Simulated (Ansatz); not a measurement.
# Mg-Sc-Mg stack of (100) layers: electron–phonon coupling and resistivity

Aim: how strongly do electrons couple to phonons in Mg-Sc-Mg stack of (100) layers, and what resistivity does that give?

Calculated with Ansatz 0.2.0; DFT PBEsol, scalar-relativistic, plane waves, PAW.

### Step 1. The structure

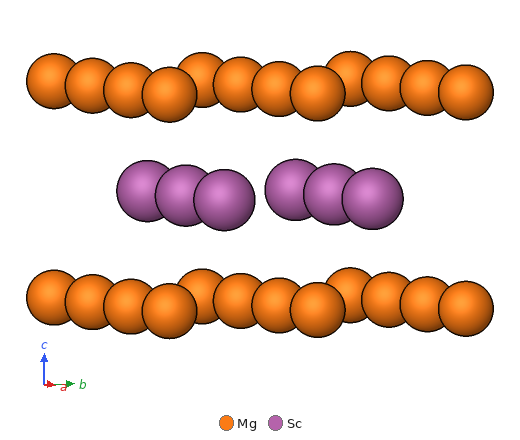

The starting structure, seen from the side, with the c axis up (magnesium orange, scandium purple). 3×2×1 cells are drawn. Some periodic images of atoms are drawn too.

The cell holds 3 atoms: 2 Mg and 1 Sc. Cell: a = 3.283 Å, b = 3.283 Å, c = 15.643 Å, α = 90.0°, β = 90.0°, γ = 90.0°. Vacuum lies along c.

### Step 2. Relaxing cell and atoms

Lattice constant and positions set the bands and the force constants, so the cell is relaxed first.

The input, input.yaml:

```yaml
crystal:
  lattice:
    - [3.28344, 0.0, 0.0]
    - [0.0, 3.28344, 0.0]
    - [0.0, 0.0, 15.64349]
  atoms:
    - { symbol: Mg, position: [0.0, 0.0, 0.351584] }
    - { symbol: Sc, position: [0.5, 0.5, 0.5] }
    - { symbol: Mg, position: [0.0, 0.0, 0.648416] }
  periodic: [true, true, false]
kpoints:
  mp_grid: { grid: [10, 10, 1] }
hamiltonian:
  xc: pbesol
scf:
  occupations: { method: gaussian, width: 0.1 }
output:
  forces: true
  stress: true
  eigenvalues: true
  write_density: true
  write_potential: true
  elf: true
  volumetric_format: npy
relax:
  adjacent_minimum: "off"
  f_tol: 0.005
  max_steps: 80
  cell: { stress_2d_tol: 0.02 }
```

Started as:

```
> ansatz run input.yaml --threads 4 --pin off --max-ram 16384MiB --backend cpu --events-out ev --progress --plain --runs-dir out
```

Numbers of over 12 decimals in the logs are rounded to 6 here.

Output:

```text
Warning: crystal.periodic: the lattice vector that does not repeat stood 0.000° off the slab's normal, 15.643 Å along it as the deck builds it. The run solves the slab on a vector along the normal, 33.087 Å long, with every atom where it was (on the deck's vector they left 11.00 Å outside them, and the widest stretch free of ions among them is 2.32 Å). A fractional position that the run reports is one of the run's ce [...]
crystal.periodic: the lattice vector that does not repeat stood 0.000° off the slab's normal, 15.643 Å along it as the deck builds it. The run solves the slab on a vector along the normal, 33.087 Å long, with every atom where it was (on the deck's vector they left 11.00 Å outside them, and the widest stretch free of ions among them is 2.32 Å). A fractional position that the run reports is one of the run's cell, which [...]
Engine: ansatz 0.2.0, aarch64-unknown-linux-gnu
Pseudopotentials: kind: paw
Pseudopotential: Mg, paw, valence charge 10, recommended cutoff 420 eV (normal), Mg.paw.azcp
Pseudopotential: Sc, paw, valence charge 11, recommended cutoff 420 eV (normal), Sc.paw.azcp
Functional definition: PBEsol
  exchange = pbesol_x
  correlation = pbesol_c
Crystal: 3 atoms, lattice volume = 356.710 Å³
Basis set: ecut = 420 eV, 7063 PW (Γ), exchange–correlation on 48×48×450 points (8 copies of the dense FFT grid, shifted against one another)
Bands: 20, of which v1, the nominal top of the filled ones, is band 16 counted from 1 (15 counted from 0)
Symmetry: 16 space group operations
Space group: P4/mmm (ITA 123), of the structure as read, at distance tolerance 7.1e-5 Å
k-points: 21 of 100
Non-local potential: Mg, projectors of the file, l = 0: 3, l = 1: 2, l = 2: 1
Non-local potential: Sc, projectors of the file, l = 0: 3, l = 1: 2, l = 2: 3, l = 3: 1
PAW form: soft (Blöchl's): semilocal exchange-correlation on the pseudo side does not see the compensation charge
PAW frozen core: Mg, regenerated for the run's functional, and the local potential with it (the file was generated under x = pbe(κ = 0.804, μ = 0.219515), c = pbe(β = 0.066725))
PAW frozen core: Sc, regenerated for the run's functional, and the local potential with it (the file was generated under x = pbe(κ = 0.804, μ = 0.219515), c = pbe(β = 0.066725))
PAW one-centre angular grid: Mg, 110 points (default); XC on 64 Gauss nodes
PAW one-centre angular grid: Sc, 590 points (default); XC on 64 Gauss nodes
Initial density: superposition of atomic densities (neutral atoms: chi_scale 0, normalization atom), corrected by the library's trained network
Initial wavefunctions: pseudopotential atomic-orbital guess
Functional: x = pbesol(κ = 0.804, μ = 0.123457), c = pbesol(β = 0.046)
SCF iter   1: F=—  HF=-5934.440337 eV  |F-HF|=—  |Δ(HF+E_count)|=         —  Δρ=2.45e-3  dr2=2.80e-2  ethr=1.77e-3  ⟨swp⟩=9.7  Hψ=2478  notcnv=0
preconditioner: auto → LDOS  [metal: Δε(μ)=0.023 eV  Ē_g=3.153 eV  σ=0.100 eV  W_gap=0.13  n_scr=18 (ndim 8)  ℏωp=5.2 eV  f_vac=0.717  D(μ)=4.36/eV (n_scr^D=14)  β→1.0]
SCF iter   2: F=—  HF=-5934.433952 eV  |F-HF|=—  |Δ(HF+E_count)|=   6.38e-3  Δρ=8.57e-4  dr2=2.86e-3  ethr=9.03e-5  ⟨swp⟩=3.1  Hψ=1133  notcnv=0
SCF iter   3: F=—  HF=-5934.433351 eV  |F-HF|=—  |Δ(HF+E_count)|=   6.01e-4  Δρ=4.04e-4  dr2=6.46e-4  ethr=9.21e-6  ⟨swp⟩=2.2  Hψ=755  notcnv=0
SCF iter   4: F=—  HF=-5934.433191 eV  |F-HF|=—  |Δ(HF+E_count)|=   1.60e-4  Δρ=8.97e-5  dr2=9.34e-5  ethr=2.09e-6  ⟨swp⟩=3.7  Hψ=918  notcnv=0
SCF iter   5: F=—  HF=-5934.433133 eV  |F-HF|=—  |Δ(HF+E_count)|=   5.86e-5  Δρ=2.28e-5  dr2=2.39e-6  ethr=3.01e-7  ⟨swp⟩=2.0  Hψ=460  notcnv=0
SCF iter   6: F=—  HF=-5934.433134 eV  |F-HF|=—  |Δ(HF+E_count)|=   1.43e-6  Δρ=8.77e-6  dr2=5.33e-7  ethr=7.71e-9  ⟨swp⟩=2.7  Hψ=570  notcnv=0
SCF iter   7: F=-5934.433134 eV  HF=-5934.433134 eV  |F-HF|=2.49e-8  |Δ(HF+E_count)|=   1.98e-7  Δρ=2.46e-6  dr2=2.55e-8  ethr=3.23e-10  ⟨swp⟩=14.2  Hψ=3893  notcnv=0
SCF 1 converged in 7 iterations: F = -5934.433134 eV  dr2 = 2.55e-8
  greatest PAW one-centre occupation: 1.000 electrons in one spin orbital (limit 2), on the Mg atom at site 2 (counted from 0), in its partial waves of l = 0
relax step   1: F+E_penalty+E_count = -5934.43313442 eV  Δ(F+E_penalty+E_count) = +0.000e0 eV  max|allowed force component| = 4.895e-1 eV/Å  Δτ_max = 0.0000 Å  P = -3.144 N/m  Ω = 356.710 Å³  fix = [c, alpha, beta]  reactions: c +0.000 N/m  (7 SCF iters, dr2 threshold 1.00e-7 eV, accepted)
Crystal: 3 atoms, lattice volume = 346.239 Å³
Basis set: ecut = 420 eV, 6847 PW (Γ), exchange–correlation on 48×48×450 points (8 copies of the dense FFT grid, shifted against one another)
Initial density: handed on by an earlier stage of this run
Initial wavefunctions: those handed on with the density
iter 1 solved again at ethr=2.12e-3 eV; its pass at ethr=3.10e-3 eV (dr2=6.58e-1 eV) is discarded
SCF iter   1: F=—  HF=-5934.641254 eV  |F-HF|=—  |Δ(HF+E_count)|=         —  Δρ=5.02e-3  dr2=6.41e-1  ethr=2.12e-3  ⟨swp⟩=1.3  Hψ=3165  notcnv=0
preconditioner: auto → LDOS  [metal: Δε(μ)=0.033 eV  Ē_g=3.319 eV  σ=0.100 eV  W_gap=0.18  n_scr=18 (ndim 8)  ℏωp=5.3 eV  f_vac=0.732  D(μ)=5.41/eV (n_scr^D=16)  β→1.0]
SCF iter   2: F=—  HF=-5934.589577 eV  |F-HF|=—  |Δ(HF+E_count)|=   5.17e-2  Δρ=1.81e-3  dr2=2.54e-2  ethr=2.07e-3  ⟨swp⟩=2.6  Hψ=555  notcnv=0
SCF iter   3: F=—  HF=-5934.587400 eV  |F-HF|=—  |Δ(HF+E_count)|=   2.18e-3  Δρ=8.76e-4  dr2=1.17e-2  ethr=8.21e-5  ⟨swp⟩=2.9  Hψ=663  notcnv=0
SCF iter   4: F=—  HF=-5934.587050 eV  |F-HF|=—  |Δ(HF+E_count)|=   3.50e-4  Δρ=5.51e-4  dr2=2.96e-3  ethr=3.78e-5  ⟨swp⟩=1.7  Hψ=437  notcnv=0
SCF iter   5: F=—  HF=-5934.586702 eV  |F-HF|=—  |Δ(HF+E_count)|=   3.48e-4  Δρ=1.33e-4  dr2=1.74e-4  ethr=9.56e-6  ⟨swp⟩=2.0  Hψ=555  notcnv=0
SCF iter   6: F=—  HF=-5934.586627 eV  |F-HF|=—  |Δ(HF+E_count)|=   7.54e-5  Δρ=5.52e-5  dr2=2.32e-5  ethr=5.62e-7  ⟨swp⟩=2.0  Hψ=539  notcnv=0
SCF iter   7: F=-5934.586624 eV  HF=-5934.586623 eV  |F-HF|=6.43e-7  |Δ(HF+E_count)|=   3.18e-6  Δρ=8.85e-6  dr2=1.72e-7  ethr=9.68e-10  ⟨swp⟩=16.1  Hψ=4260  notcnv=0
SCF 2 converged in 7 iterations: F = -5934.586624 eV  dr2 = 1.72e-7
relax step   2: F+E_penalty+E_count = -5934.58662400 eV  Δ(F+E_penalty+E_count) = -1.535e-1 eV  max|allowed force component| = 4.011e-2 eV/Å  Δτ_max = 0.1950 Å  P = -1.043 N/m  Ω = 346.239 Å³  energy of the carried Pulay correction = +6.827e-5 eV  fix = [c, alpha, beta]  reactions: c +0.000 N/m  (7 SCF iters, dr2 threshold 3.00e-7 eV, accepted)
Crystal: 3 atoms, lattice volume = 339.149 Å³
Basis set: ecut = 420 eV, 6639 PW (Γ), exchange–correlation on 48×48×450 points (8 copies of the dense FFT grid, shifted against one another)
iter 1 solved again at ethr=8.74e-5 eV; its pass at ethr=3.10e-3 eV (dr2=2.71e-2 eV) is discarded
SCF iter   1: F=—  HF=-5934.598646 eV  |F-HF|=—  |Δ(HF+E_count)|=         —  Δρ=9.20e-4  dr2=2.72e-2  ethr=8.74e-5  ⟨swp⟩=1.8  Hψ=2844  notcnv=0
preconditioner: auto → LDOS  [metal: Δε(μ)=0.035 eV  Ē_g=3.394 eV  σ=0.100 eV  W_gap=0.20  n_scr=18 (ndim 8)  ℏωp=5.3 eV  f_vac=0.731  D(μ)=4.78/eV (n_scr^D=16)  β→1.0]
SCF iter   2: F=—  HF=-5934.596026 eV  |F-HF|=—  |Δ(HF+E_count)|=   2.62e-3  Δρ=3.46e-4  dr2=1.12e-3  ethr=8.74e-5  ⟨swp⟩=2.2  Hψ=480  notcnv=0
SCF iter   3: F=—  HF=-5934.595977 eV  |F-HF|=—  |Δ(HF+E_count)|=   4.93e-5  Δρ=1.56e-4  dr2=4.44e-4  ethr=3.60e-6  ⟨swp⟩=2.9  Hψ=615  notcnv=0
SCF iter   4: F=—  HF=-5934.595955 eV  |F-HF|=—  |Δ(HF+E_count)|=   2.21e-5  Δρ=8.56e-5  dr2=7.44e-5  ethr=1.43e-6  ⟨swp⟩=1.8  Hψ=459  notcnv=0
SCF iter   5: F=—  HF=-5934.595908 eV  |F-HF|=—  |Δ(HF+E_count)|=   4.66e-5  Δρ=1.86e-5  dr2=2.43e-6  ethr=2.40e-7  ⟨swp⟩=2.0  Hψ=495  notcnv=0
SCF iter   6: F=-5934.595908 eV  HF=-5934.595908 eV  |F-HF|=1.71e-7  |Δ(HF+E_count)|=   1.72e-7  Δρ=6.22e-6  dr2=2.75e-7  ethr=9.68e-10  ⟨swp⟩=17.6  Hψ=3951  notcnv=0
SCF 3 converged in 6 iterations: F = -5934.595908 eV  dr2 = 2.75e-7
relax step   3: F+E_penalty+E_count = -5934.59590762 eV  Δ(F+E_penalty+E_count) = -9.284e-3 eV  max|allowed force component| = 3.936e-2 eV/Å  Δτ_max = 0.0080 Å  P = -0.324 N/m  Ω = 339.149 Å³  energy of the carried Pulay correction = +1.157e-4 eV  fix = [c, alpha, beta]  reactions: c +0.000 N/m  (6 SCF iters, dr2 threshold 3.00e-7 eV, accepted)
[...]
relax step   4: F+E_penalty+E_count = -5934.59934303 eV  Δ(F+E_penalty+E_count) = -3.435e-3 eV  max|allowed force component| = 1.008e-2 eV/Å  Δτ_max = 0.0314 Å  P = +0.024 N/m  Ω = 332.873 Å³  energy of the carried Pulay correction = +1.584e-4 eV  fix = [c, alpha, beta]  reactions: c +0.000 N/m  (6 SCF iters, dr2 threshold 1.23e-7 eV, accepted)
[...]
relax step   5: F+E_penalty+E_count = -5934.59938427 eV  Δ(F+E_penalty+E_count) = -4.124e-5 eV  max|allowed force component| = 1.427e-4 eV/Å  Δτ_max = 0.0043 Å  P = +0.002 N/m  Ω = 332.724 Å³  energy of the carried Pulay correction = +1.594e-4 eV  fix = [c, alpha, beta]  reactions: c +0.000 N/m  (6 SCF iters, dr2 threshold 6.35e-9 eV, accepted)
Initial wavefunctions: pseudopotential atomic-orbital guess (no wavefunctions were taken with the density)
iter 1 solved again at ethr=5.60e-7 eV; its pass at ethr=3.10e-3 eV (dr2=1.74e-4 eV) is discarded
SCF iter   1: F=—  HF=-5934.599237 eV  |F-HF|=—  |Δ(HF+E_count)|=         —  Δρ=1.89e-5  dr2=1.61e-7  ethr=5.60e-7  ⟨swp⟩=5.1  Hψ=3922  notcnv=0
eigensolver tolerance schedule: the retry pair's looser diagonalisation over-reported the residual by 1075.27 of it (diagonalisation noise at 0.24 of the residual, at the tolerance the schedule requests for it); recorded, not acted on — ethr = c·dr2/N_el stays at c = 1.0e-1
preconditioner: auto → LDOS  [metal: Δε(μ)=0.060 eV  Ē_g=3.416 eV  σ=0.100 eV  W_gap=0.32  n_scr=18 (ndim 8)  ℏωp=5.4 eV  f_vac=0.729  D(μ)=4.47/eV (n_scr^D=16)  β→1.0]
SCF iter   2: F=—  HF=-5934.599210 eV  |F-HF|=—  |Δ(HF+E_count)|=   2.71e-5  Δρ=5.98e-6  dr2=1.30e-7  ethr=5.21e-10  ⟨swp⟩=3.9  Hψ=1060  notcnv=0
SCF iter   3: F=—  HF=-5934.599210 eV  |F-HF|=—  |Δ(HF+E_count)|=   4.74e-8  Δρ=1.62e-6  dr2=5.35e-9  ethr=4.18e-10  ⟨swp⟩=2.9  Hψ=763  notcnv=0
SCF iter   4: F=—  HF=-5934.599210 eV  |F-HF|=—  |Δ(HF+E_count)|=   1.96e-8  Δρ=5.10e-7  dr2=1.53e-9  ethr=1.72e-11  ⟨swp⟩=3.1  Hψ=747  notcnv=0
SCF iter   5: F=—  HF=-5934.599210 eV  |F-HF|=—  |Δ(HF+E_count)|=   1.69e-9  Δρ=2.52e-7  dr2=4.97e-10  ethr=4.95e-12  ⟨swp⟩=1.9  Hψ=466  notcnv=0
SCF iter   6: F=—  HF=-5934.599210 eV  |F-HF|=—  |Δ(HF+E_count)|=   1.58e-9  Δρ=7.57e-8  dr2=1.52e-11  ethr=1.60e-12  ⟨swp⟩=2.2  Hψ=505  notcnv=0
SCF iter   7: F=-5934.599210 eV  HF=-5934.599210 eV  |F-HF|=1.03e-10  |Δ(HF+E_count)|=  8.55e-11  Δρ=1.10e-8  dr2=2.64e-13  ethr=1.00e-12  ⟨swp⟩=9.9  Hψ=2648  notcnv=0
SCF 6 converged in 7 iterations: F = -5934.599210 eV  dr2 = 2.64e-13
relax step   6: F+E_penalty+E_count = -5934.59920982 eV  Δ(F+E_penalty+E_count) = +1.744e-4 eV  max|allowed force component| = 1.576e-4 eV/Å  Δτ_max = 0.0000 Å  P = +0.002 N/m  Ω = 332.724 Å³  fix = [c, alpha, beta]  reactions: c +0.000 N/m  stress off target by 2.13e-3 N/m on what of the cell is left free  SCF on the basis re-selected at this cell (its energy is not comparable with the rows above)  (7 SCF iters)
basis re-selected at this cell: Δ(F+E_penalty+E_count) = +1.744e-4 eV, ΔP = +0.000 N/m vs the last step (what re-selecting the basis moved, of the pressure what is left beyond the Pulay correction that the steps carried, after the strain that the cell walked since its last selection, with what the two solves' SCF thresholds leave and, on support functions, any second-order correction that the steps lacked; it is no m [...]
SCF converged after 7 iterations
Free energy (F): -5934.599210 eV
Harris-Foulkes:  -5934.599210 eV  (|F-HF|=1.03e-10)
Internal energy: -5934.576868 eV  (E = F + TS)
E sigma→0 (E₀):  -5934.588039 eV
Entropy (-TS):   -0.022342 eV (-7.447 meV/atom)
Fermi energy:    -3.108552 eV
--- Per-component energies (eV) ---
  E_band       = -1188.887637
  E_kinetic    = 409.941613
  E_local      = -57886.519144  (includes V_loc(G=0)·N_el)
  E_nonlocal   = 277.973429
  E_hartree    = 28189.973260
  E_xc         = -158.446646
  E_vxc        = -199.975815  (∫ρ·V_xc dr)
  E_paw        = -1494.900640  (= ΣΔE_a)
  E_vpaw       = -170.254280  (= ΣTr[D̂ρ^β])
  E_aug_tail   = 0.000005  (compensation charges beyond the density's cutoff)
  E_ewald      = 24727.154506
  E_core_change = 0.246750  (= ΣΔE_core)
  E_smearing   = -0.022342  (= −TS)
  E_closure    = -0.000000  (closes the sum)
  Σ components = -5934.599210   (vs F -5934.599210, Δ=0.00e0)
--- Forces (eV/Å), atoms counted from 1 ---
  atom   1  Mg    -0.00000000     0.00000000    -0.00015764
  atom   2  Sc    -0.00000000    -0.00000000     0.00000000
  atom   3  Mg    -0.00000000     0.00000000     0.00015764
  max |Σ_I F_I| component: 7.83e-28 eV/Å
--- 2D stress c σ (N/m, compression-positive) ---
        0.002130       0.000000       0.000000
        0.000000       0.002130       0.000000
        0.000000       0.000000       0.000000
  P = ½ c Tr σ = 0.0021 N/m
--- Band table (eV; the first three rows and the last of 21) ---
  k-point 0: bands = [... 12 lower, -8.8438, -7.4863, -5.2637, -3.1531, -2.8133, -2.3002, -0.6911, -0.6911]
  k-point 1: bands = [... 12 lower, -8.6807, -7.3578, -5.1064, -3.0927, -2.7635, -2.2091, -0.8647, -0.6614]
  k-point 2: bands = [... 12 lower, -8.2020, -6.9794, -4.6528, -2.9880, -2.7027, -1.9808, -1.1473, -0.5822]
  k-point 20: bands = [... 12 lower, -4.7585, -3.3816, -3.3816, -1.9786, -1.8592, -1.8592, 0.3133, 0.5223]
--- Relaxed structure (5 steps of the walk, 5 accepted, 1 SCFs on fresh bases) ---
  F+E_penalty+E_count = -5934.59920982 eV   max|allowed force component| = 1.576e-4 eV/Å   (the final SCF, on the basis selected at the relaxed cell)
  cell:  # Å, volume = 332.7242 Å³
    - [3.171127, 0, 0.0]
    - [0, 3.171127, 0.0]
    - [0.0, 0.0, 33.08697684736]
  atoms:
    - { symbol: Mg, position: [0, 0, 0.171283] }
    - { symbol: Sc, position: [0.500000, 0.500000, 0.236400] }
    - { symbol: Mg, position: [0, 0, 0.301516] }
```

Run time: 16 s. Hardware: 4 threads of Arm Neoverse V1, shared host; peak memory 0.67 GiB; 60 s of CPU time.

Relaxation path:

```
step  energy less that of the first step (eV)  largest force component (eV/Å)  volume (Å³)
   1                                   0.0000                          0.4895       356.71
   2                                  -0.1535                          0.0401       346.24
   3                                  -0.1628                          0.0394       339.15
   4                                  -0.1662                          0.0101       332.87
   5                                  -0.1663                          0.0001       332.72
  6*                                  -0.1661                          0.0002       332.72
```

Relaxation steps marked * repeat the geometry before them on a plane-wave basis chosen anew for their cell, so energy and pressure can jump there.

Forces are held to the 16 operations that the run works with; a distortion that breaks them can't arise in this run.

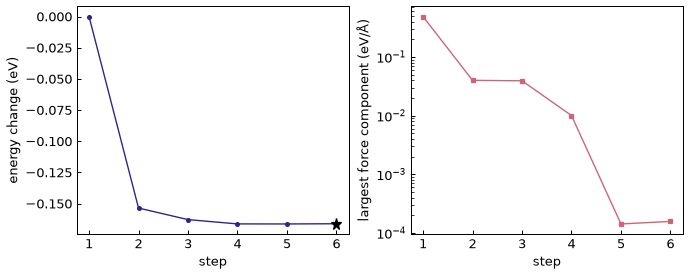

Energy and largest force along the relaxation. Stars mark steps on a basis chosen anew.

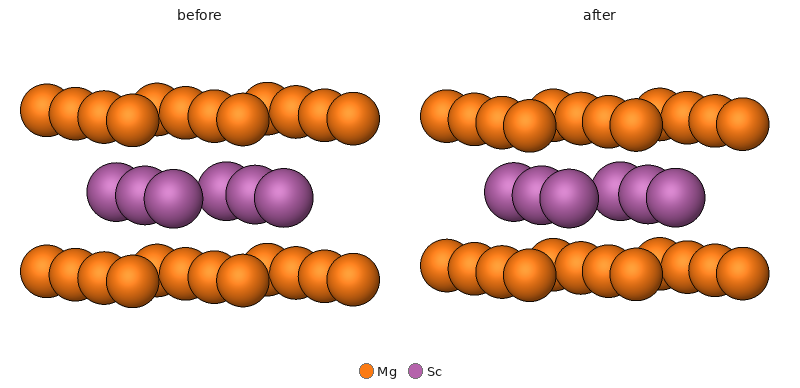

Before and after, at one scale.

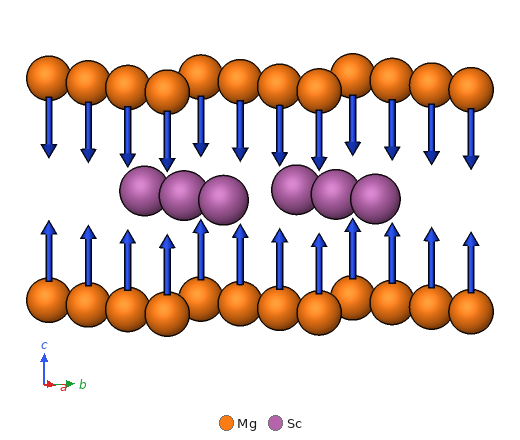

Displacements in the relaxation, exaggerated, measured against the changing cell; the longest in the cell stands for 0.17 Å. 3×2×1 cells are drawn. Some periodic images of atoms are drawn too.

```csv
cell as run,before,after,change
a (Å),3.283,3.171,-3.4 %
b (Å),3.283,3.171,-3.4 %
```

The atoms that moved most (Å, along periodic axes as changes of fractional coordinates times the final cell, across vacuum about the mean position):

| atom | dx | dy | dz | length |
| --- | --- | --- | --- | --- |
| Mg1 | 0.000 | 0.000 | 0.167 | 0.167 |
| Mg3 | 0.000 | 0.000 | -0.167 | 0.167 |

Final coordinates:

```xyz
3
Lattice="3.1711 0.0000 0.0000 0.0000 3.1711 0.0000 0.0000 0.0000 33.0870" Properties=species:S:1:pos:R:3
Mg    0.0000    0.0000    5.6673
Sc    1.5856    1.5856    7.8217
Mg    0.0000    0.0000    9.9762
```

This step gave:

```yaml
metallic_on_mesh: yes
gap_on_the_k_mesh: 0 eV
```

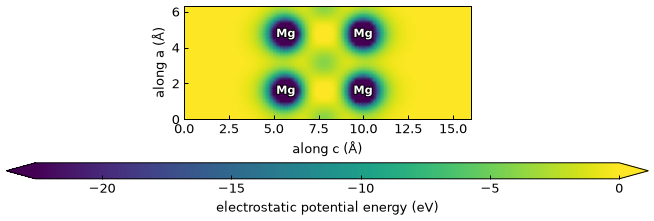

Electrostatic potential energy in the ca plane at fractional y = 0.000, with atoms of Mg within 0.2 Å of it. With pseudopotentials it is smooth inside the atoms' cores, unlike the true potential. The map starts off the cell's origin, so that atoms lie inside it. The far vacuum is left out of the map.

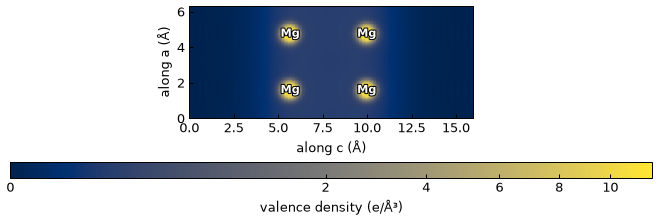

Valence density in the ca plane at fractional y = 0.000, with atoms of Mg within 0.2 Å of it. It is the smooth field of the valence electrons, not physical close to the nuclei. The map starts off the cell's origin, so that atoms lie inside it. The colour scale is stretched toward low values. The far vacuum is left out of the map.

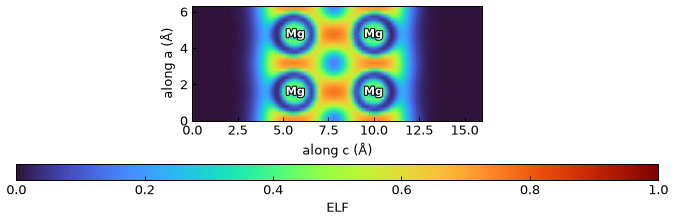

ELF in the ca plane at fractional y = 0.000, with atoms of Mg within 0.2 Å of it. It is the smooth field of the valence electrons, not physical close to the nuclei. The map starts off the cell's origin, so that atoms lie inside it. The far vacuum is left out of the map.

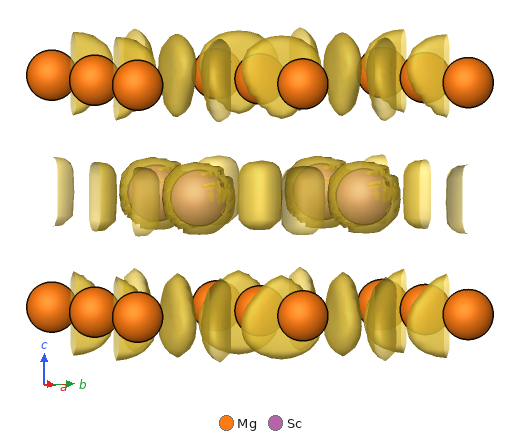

Surface of ELF = 0.69. 2×2×1 cells are drawn.

The relaxation ends with a largest force component of 1.6e-4 eV/Å.

[end of part 1 of 4]

[Logs are printed without paths, hosts, clocks, repeated set-up lines and the standing remarks that a program may print on its own settings, such as how far it seeks lower states.]

[Hosts, paths, dates, database ids (printed as entryN), source tags and the programs' standing remarks are cut or masked in the printed files.]
